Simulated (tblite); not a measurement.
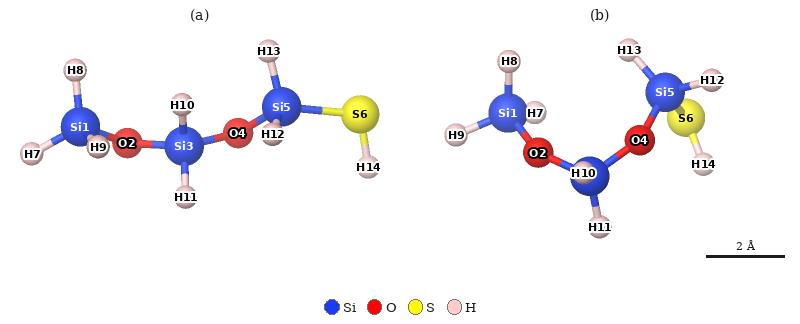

The structure of Si₃H₈SO₂ before (left) and after (right) a relaxation, at one scale.

The picture is a ball-and-stick view, seen at a tilt.

The calculation used GFN2-xTB geometry optimisation, gas phase in tblite. 

Describe what moved and what it gained.

Answer. The largest move after the best rigid fit is that of H7, 3.26 Å. By element the largest moves are H 3.26 Å, S 2.30 Å, O 1.98 Å, Si 1.57 Å. Near-neighbour distances that change, for instance: Si1–Si3 2.727 → 3.145 Å, Si3–Si5 2.713 → 3.127 Å, O4–Si5 1.735 → 1.612 Å, O2–Si3 1.724 → 1.610 Å. Among the angles between lasting bonds that change: Si1–O2–Si3 104.5° → 152.8°, Si3–O4–Si5 103.3° → 149.9°, Si5–S6–H14 107.7° → 96.5°. Groups turn about Si1–O2 by about 170°, O2–Si3 by about 165°, Si3–O4 by about 160°. After 208 geometry steps the energy has fallen by 44.3 kcal/mol. The run took 1.5 s on 1 thread of Arm Neoverse V2, with other jobs on the host.
